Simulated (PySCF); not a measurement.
Geometry relaxation of C$_{2}$H$_{6}$Si (part 2 of 3)

The same run, continued: C$_{2}$H$_{6}$Si, SMILES C=C[SiH3]; SVWN5/3-21G, RKS (PySCF 2.14.0). The geometry comes from this level: PBE0-D4/def2-TZVP.

Geometry of the input (Å):
```
C  -0.7137  0.8702  -1.0483
C  -0.0713  0.7125  0.1056
Si 0.5606  -0.9320  0.7001
H  -0.9057  0.0330  -1.7139
H  -1.0767  1.8386  -1.3815
H  0.0894  1.5920  0.7276
H  2.0358  -0.8939  0.8938
H  0.2234  -1.9724  -0.3073
H  -0.0532  -1.2943  2.0067
```

## The program's output, continued
```
Geometry optimization cycle 7
Cartesian coordinates (Angstrom)
 Atom        New coordinates             dX        dY        dZ
   C  -0.718168   0.872922  -1.055314   -0.000078  0.000036 -0.000086
   C  -0.074417   0.735370   0.107147   -0.000008 -0.000263 -0.000204
  Si   0.566506  -0.929475   0.711582    0.000173 -0.000076  0.000237
   H  -0.904827   0.015120  -1.717176   -0.000311  0.000269 -0.000326
   H  -1.091575   1.845010  -1.406722    0.000053  0.000193  0.000217
   H   0.090816   1.621856   0.739220   -0.000030 -0.000184 -0.000349
   H   2.068018  -0.917708   0.901788    0.000162 -0.000141  0.000225
   H   0.211131  -1.967108  -0.330050    0.000204 -0.000039  0.000198
   H  -0.057031  -1.325101   2.032764    0.000089 -0.000175  0.000153
converged SCF energy = -365.375147559096
--------------- RKS_Scanner gradients ---------------
         x                y                z
0 C     0.0000036393     0.0000010851    -0.0000008760
1 C    -0.0000037732     0.0000062563    -0.0000048259
2 Si    -0.0000046525    -0.0000009113    -0.0000074214
3 H     0.0000014783    -0.0000009314     0.0000021985
4 H    -0.0000010670     0.0000003666    -0.0000021212
5 H    -0.0000001679    -0.0000031297     0.0000085398
6 H     0.0000012705     0.0000019787    -0.0000001088
7 H    -0.0000006052    -0.0000032400     0.0000006758
8 H     0.0000006544     0.0000033580     0.0000030874
----------------------------------------------
cycle 7: E = -365.375147559  dE = -6.03651e-08  norm(grad) = 1.74333e-05
Step    6 : Displace = 3.254e-04/5.644e-04 (rms/max) Trust = 2.828e-01 (=) Grad = 5.811e-06/9.097e-06 (rms/max) E (change) = -365.3751475591 (-6.037e-08) Quality = 1.110
Hessian Eigenvalues: 2.13937e-02 2.30005e-02 2.51910e-02 ... 3.87682e-01 4.34806e-01 6.23221e-01

Geometry optimization cycle 8
Cartesian coordinates (Angstrom)
 Atom        New coordinates             dX        dY        dZ
   C  -0.718160   0.872820  -1.055269    0.000008 -0.000101  0.000045
   C  -0.074329   0.735310   0.107156    0.000088 -0.000060  0.000009
  Si   0.566595  -0.929518   0.711638    0.000089 -0.000043  0.000056
   H  -0.904903   0.015020  -1.717109   -0.000077 -0.000100  0.000066
   H  -1.091556   1.844916  -1.406665    0.000018 -0.000094  0.000057
   H   0.090921   1.621879   0.739101    0.000105  0.000024 -0.000120
   H   2.068097  -0.917830   0.901868    0.000079 -0.000123  0.000080
   H   0.211221  -1.967036  -0.330106    0.000090  0.000072 -0.000056
   H  -0.057035  -1.325273   2.032731   -0.000003 -0.000171 -0.000033
converged SCF energy = -365.375147562879
--------------- RKS_Scanner gradients ---------------
         x                y                z
0 C     0.0000037931     0.0000031011     0.0000010536
1 C    -0.0000008524     0.0000002889    -0.0000015605
2 Si     0.0000000809     0.0000005946     0.0000018359
3 H    -0.0000004326    -0.0000000142    -0.0000008958
4 H    -0.0000005906     0.0000007432    -0.0000012292
5 H    -0.0000041421    -0.0000011373     0.0000010243
6 H    -0.0000001520    -0.0000001570    -0.0000017016
7 H    -0.0000012950     0.0000000776     0.0000001894
8 H     0.0000003662     0.0000013355     0.0000004279
----------------------------------------------
cycle 8: E = -365.375147563  dE = -3.78338e-09  norm(grad) = 7.85846e-06
Step    7 : Displace = 1.096e-04/1.666e-04 (rms/max) Trust = 3.000e-01 (+) Grad = 2.619e-06/5.012e-06 (rms/max) E (change) = -365.3751475629 (-3.783e-09) Quality = 1.006
Hessian Eigenvalues: 1.08236e-02 2.30027e-02 2.51915e-02 ... 4.13241e-01 4.54804e-01 6.24141e-01

Geometry optimization cycle 9
Cartesian coordinates (Angstrom)
 Atom        New coordinates             dX        dY        dZ
   C  -0.718148   0.872670  -1.055199    0.000012 -0.000150  0.000070
   C  -0.074189   0.735215   0.107165    0.000140 -0.000095  0.000009
  Si   0.566713  -0.929612   0.711668    0.000118 -0.000094  0.000030
   H  -0.905002   0.014847  -1.716976   -0.000099 -0.000173  0.000133
   H  -1.091540   1.844766  -1.406595    0.000016 -0.000150  0.000070
   H   0.091146   1.621854   0.738990    0.000226 -0.000025 -0.000111
   H   2.068201  -0.917966   0.901990    0.000104 -0.000136  0.000122
   H   0.211390  -1.967036  -0.330185    0.000169  0.000000 -0.000079
   H  -0.057032  -1.325482   2.032669    0.000002 -0.000209 -0.000062
converged SCF energy = -365.375147564608
--------------- RKS_Scanner gradients ---------------
         x                y                z
0 C     0.0000012352     0.0000027605    -0.0000023554
1 C     0.0000012903    -0.0000049994     0.0000005823
2 Si     0.0000018065     0.0000023571     0.0000054589
3 H    -0.0000005354     0.0000016983    -0.0000006171
4 H     0.0000006033    -0.0000000986     0.0000008157
5 H    -0.0000054025     0.0000023084    -0.0000017715
6 H    -0.0000004346    -0.0000012326    -0.0000022401
7 H    -0.0000015938     0.0000021429    -0.0000001950
8 H    -0.0000001931    -0.0000001029    -0.0000005358
----------------------------------------------
cycle 9: E = -365.375147565  dE = -1.72906e-09  norm(grad) = 1.16956e-05
Step    8 : Displace = 1.375e-04/2.046e-04 (rms/max) Trust = 3.000e-01 (=) Grad = 3.899e-06/6.214e-06 (rms/max) E (change) = -365.3751475646 (-1.729e-09) Quality = 0.720
Hessian Eigenvalues: 3.67672e-03 2.30047e-02 2.51918e-02 ... 4.26209e-01 4.63401e-01 6.28160e-01

Geometry optimization cycle 10
Cartesian coordinates (Angstrom)
 Atom        New coordinates             dX        dY        dZ
   C  -0.718120   0.872342  -1.055039    0.000028 -0.000328  0.000160
   C  -0.073867   0.734972   0.107177    0.000323 -0.000243  0.000012
  Si   0.566979  -0.929871   0.711691    0.000265 -0.000259  0.000023
   H  -0.905229   0.014468  -1.716680   -0.000227 -0.000379  0.000296
   H  -1.091504   1.844441  -1.406438    0.000036 -0.000325  0.000157
   H   0.091713   1.621705   0.738801    0.000567 -0.000150 -0.000188
   H   2.068429  -0.918235   0.902266    0.000228 -0.000269  0.000275
   H   0.211821  -1.967177  -0.330333    0.000430 -0.000141 -0.000148
   H  -0.056997  -1.325913   2.032529    0.000035 -0.000431 -0.000140
converged SCF energy = -365.375147565868
--------------- RKS_Scanner gradients ---------------
         x                y                z
0 C    -0.0000005660     0.0000009890    -0.0000030518
1 C     0.0000044415    -0.0000062365     0.0000062021
2 Si     0.0000029568     0.0000026389     0.0000073437
3 H    -0.0000012313     0.0000016291    -0.0000020670
4 H     0.0000009363     0.0000009705     0.0000018699
5 H    -0.0000063595     0.0000041033    -0.0000065191
6 H    -0.0000015561    -0.0000018362    -0.0000019434
7 H    -0.0000014208     0.0000037682    -0.0000005297
8 H    -0.0000004236    -0.0000011891    -0.0000021654
----------------------------------------------
cycle 10: E = -365.375147566  dE = -1.26022e-09  norm(grad) = 1.79784e-05
Step    9 : Displace = 2.893e-04/4.306e-04 (rms/max) Trust = 3.000e-01 (=) Grad = 5.993e-06/9.989e-06 (rms/max) E (change) = -365.3751475659 (-1.260e-09) Quality = 0.300
Hessian Eigenvalues: 1.89357e-03 2.30051e-02 2.51920e-02 ... 4.32012e-01 4.51657e-01 6.28663e-01

Geometry optimization cycle 11
Cartesian coordinates (Angstrom)
 Atom        New coordinates             dX        dY        dZ
   C  -0.718075   0.871898  -1.054830    0.000045 -0.000443  0.000209
   C  -0.073427   0.734592   0.107176    0.000440 -0.000380 -0.000001
  Si   0.567349  -0.930276   0.711692    0.000370 -0.000405  0.000001
   H  -0.905522   0.013965  -1.716297   -0.000293 -0.000503  0.000383
   H  -1.091449   1.844004  -1.406221    0.000055 -0.000437  0.000217
   H   0.092527   1.621387   0.738616    0.000814 -0.000318 -0.000186
   H   2.068752  -0.918575   0.902619    0.000323 -0.000340  0.000353
   H   0.212444  -1.967514  -0.330484    0.000623 -0.000336 -0.000151
   H  -0.056899  -1.326463   2.032361    0.000099 -0.000550 -0.000168
converged SCF energy = -365.375147565435
--------------- RKS_Scanner gradients ---------------
         x                y                z
0 C    -0.0000034862    -0.0000000867    -0.0000046919
1 C     0.0000051561    -0.0000064568     0.0000078761
2 Si     0.0000023794     0.0000023294     0.0000054928
3 H    -0.0000007982     0.0000018205    -0.0000015172
4 H     0.0000011266     0.0000009120     0.0000023999
5 H    -0.0000041738     0.0000049991    -0.0000069855
6 H    -0.0000018014    -0.0000012298    -0.0000004018
7 H    -0.0000007703     0.0000041197    -0.0000007560
8 H    -0.0000008533    -0.0000015650    -0.0000022794
----------------------------------------------
cycle 11: E = -365.375147565  dE = 4.33715e-10  norm(grad) = 1.85066e-05
Step   10 : Displace = 3.677e-04/5.486e-04 (rms/max) Trust = 3.000e-01 (=) Grad = 6.169e-06/1.142e-05 (rms/max) E (change) = -365.3751475654 (+4.337e-10) Quality = -0.094
Hessian Eigenvalues: 1.43966e-03 2.30056e-02 2.51917e-02 ... 4.17978e-01 4.42845e-01 6.25966e-01

Geometry optimization cycle 12
Cartesian coordinates (Angstrom)
 Atom        New coordinates             dX        dY        dZ
   C  -0.718026   0.871631  -1.054713    0.000049 -0.000267  0.000117
   C  -0.073172   0.734321   0.107174    0.000255 -0.000271 -0.000002
  Si   0.567579  -0.930564   0.711672    0.000231 -0.000289 -0.000020
   H  -0.905647   0.013675  -1.716101   -0.000125 -0.000290  0.000196
   H  -1.091400   1.843742  -1.406092    0.000050 -0.000262  0.000129
   H   0.093008   1.621098   0.738582    0.000481 -0.000289 -0.000034
   H   2.068963  -0.918772   0.902769    0.000211 -0.000197  0.000151
   H   0.212817  -1.967840  -0.330517    0.000374 -0.000326 -0.000033
   H  -0.056764  -1.326761   2.032299    0.000135 -0.000298 -0.000063
converged SCF energy = -365.375147565427
--------------- RKS_Scanner gradients ---------------
         x                y                z
0 C    -0.0000030390    -0.0000005984    -0.0000021060
1 C     0.0000019829    -0.0000022061     0.0000036940
2 Si     0.0000004861     0.0000011577     0.0000015944
3 H    -0.0000001871     0.0000012306    -0.0000006969
4 H     0.0000005161     0.0000007422     0.0000012526
5 H    -0.0000008313     0.0000028994    -0.0000037621
6 H    -0.0000011090     0.0000000890     0.0000011151
7 H    -0.0000000197     0.0000023957    -0.0000006896
8 H    -0.0000010200    -0.0000008656    -0.0000012641
----------------------------------------------
cycle 12: E = -365.375147565  dE = 7.44649e-12  norm(grad) = 8.96367e-06
Step   11 : Displace = 1.796e-04/2.685e-04 (rms/max) Trust = 1.838e-04 (-) Grad = 2.988e-06/4.822e-06 (rms/max) E (change) = -365.3751475654 (+7.446e-12) Quality = -0.002
Hessian Eigenvalues: 1.44938e-03 2.30054e-02 2.40807e-02 ... 4.08787e-01 4.43956e-01 6.23889e-01

Geometry optimization cycle 13
Cartesian coordinates (Angstrom)
 Atom        New coordinates             dX        dY        dZ
   C  -0.717948   0.871402  -1.054628    0.000078 -0.000229  0.000086
   C  -0.072981   0.734059   0.107188    0.000191 -0.000262  0.000014
  Si   0.567780  -0.930837   0.711654    0.000200 -0.000273 -0.000019
   H  -0.905657   0.013442  -1.715986   -0.000010 -0.000233  0.000115
   H  -1.091332   1.843516  -1.405987    0.000068 -0.000226  0.000104
   H   0.093337   1.620789   0.738628    0.000329 -0.000309  0.000047
   H   2.069161  -0.918955   0.902790    0.000198 -0.000183  0.000020
   H   0.213076  -1.968188  -0.330483    0.000259 -0.000348  0.000034
   H  -0.056554  -1.326985   2.032304    0.000210 -0.000224  0.000005
converged SCF energy = -365.375147564911
--------------- RKS_Scanner gradients ---------------
         x                y                z
0 C    -0.0000025089    -0.0000001168    -0.0000003017
1 C    -0.0000017392     0.0000011592    -0.0000018698
2 Si    -0.0000012488     0.0000004820    -0.0000020500
3 H     0.0000007011     0.0000008204     0.0000007406
4 H    -0.0000000693     0.0000000380    -0.0000000506
5 H     0.0000026220     0.0000006315     0.0000009820
6 H    -0.0000002536     0.0000015216     0.0000020868
7 H     0.0000006394     0.0000002190    -0.0000004837
8 H    -0.0000013647     0.0000000897     0.0000000863
----------------------------------------------
cycle 13: E = -365.375147565  dE = 5.15854e-10  norm(grad) = 6.28661e-06
Step   12 : Displace = 8.996e-05/1.407e-04 (rms/max) Trust = 8.979e-05 (-) Grad = 2.096e-06/2.870e-06 (rms/max) E (change) = -365.3751475649 (+5.159e-10) Quality = -0.202
Hessian Eigenvalues: 1.35930e-03 1.05912e-02 2.30057e-02 ... 4.27926e-01 4.47868e-01 6.26998e-01

Geometry optimization cycle 14
Cartesian coordinates (Angstrom)
 Atom        New coordinates             dX        dY        dZ
   C  -0.717834   0.871141  -1.054535    0.000114 -0.000261  0.000093
   C  -0.072786   0.733771   0.107229    0.000195 -0.000287  0.000041
  Si   0.568003  -0.931133   0.711649    0.000223 -0.000296 -0.000004
   H  -0.905598   0.013182  -1.715884    0.000059 -0.000259  0.000102
   H  -1.091238   1.843256  -1.405874    0.000094 -0.000259  0.000113
   H   0.093612   1.620466   0.738697    0.000275 -0.000322  0.000068
   H   2.069390  -0.919197   0.902738    0.000229 -0.000242 -0.000051
   H   0.213290  -1.968537  -0.330433    0.000214 -0.000349  0.000050
   H  -0.056270  -1.327242   2.032341    0.000284 -0.000257  0.000038
converged SCF energy = -365.375147564214
--------------- RKS_Scanner gradients ---------------
         x                y                z
0 C    -0.0000001729     0.0000001618     0.0000043430
1 C    -0.0000034943     0.0000057866    -0.0000034523
2 Si    -0.0000019554    -0.0000010638    -0.0000041094
3 H     0.0000004756    -0.0000007954    -0.0000002462
4 H    -0.0000013734     0.0000009579    -0.0000021616
5 H     0.0000040251    -0.0000022354     0.0000023324
6 H    -0.0000003891     0.0000025119     0.0000023203
7 H     0.0000011534    -0.0000014696    -0.0000001791
8 H    -0.0000014925     0.0000009891     0.0000002965
----------------------------------------------
cycle 14: E = -365.375147564  dE = 6.97412e-10  norm(grad) = 1.23316e-05
Step   13 : Displace = 4.420e-05/8.264e-05 (rms/max) Trust = 4.489e-05 (-) Grad = 4.111e-06/7.590e-06 (rms/max) E (change) = -365.3751475642 (+6.974e-10) Quality = -0.317
Hessian Eigenvalues: 9.17651e-04 3.79758e-03 2.30059e-02 ... 4.36735e-01 4.71188e-01 6.37189e-01

Geometry optimization cycle 15
Cartesian coordinates (Angstrom)
 Atom        New coordinates             dX        dY        dZ
   C  -0.717787   0.871057  -1.054510    0.000046 -0.000084  0.000024
   C  -0.072737   0.733685   0.107252    0.000049 -0.000086  0.000023
  Si   0.568071  -0.931216   0.711660    0.000068 -0.000083  0.000011
   H  -0.905547   0.013104  -1.715868    0.000051 -0.000078  0.000016
   H  -1.091199   1.843173  -1.405840    0.000038 -0.000084  0.000034
   H   0.093647   1.620383   0.738720    0.000035 -0.000084  0.000023
   H   2.069466  -0.919292   0.902689    0.000076 -0.000095 -0.000049
   H   0.213317  -1.968615  -0.330413    0.000027 -0.000078  0.000020
   H  -0.056160  -1.327325   2.032371    0.000110 -0.000083  0.000030
converged SCF energy = -365.375147564919
--------------- RKS_Scanner gradients ---------------
         x                y                z
0 C    -0.0000005275     0.0000006148     0.0000035886
1 C    -0.0000027733     0.0000046282    -0.0000024718
2 Si    -0.0000015333    -0.0000010083    -0.0000033140
3 H     0.0000003599    -0.0000006353    -0.0000003587
4 H    -0.0000012494     0.0000008594    -0.0000019899
5 H     0.0000035189    -0.0000017790     0.0000018227
6 H    -0.0000005097     0.0000023492     0.0000019598
7 H     0.0000010994    -0.0000011509    -0.0000001744
8 H    -0.0000016094     0.0000009637     0.0000000823
----------------------------------------------
cycle 15: E = -365.375147565  dE = -7.0537e-10  norm(grad) = 1.02277e-05
```

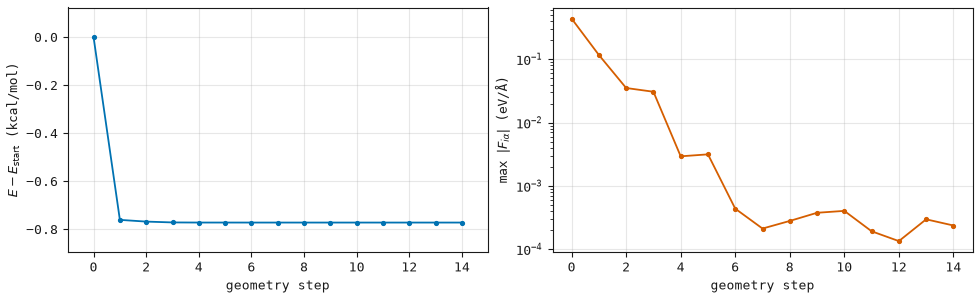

Figure 1. Progress of the relaxation, step by step (steps are counted from 0).
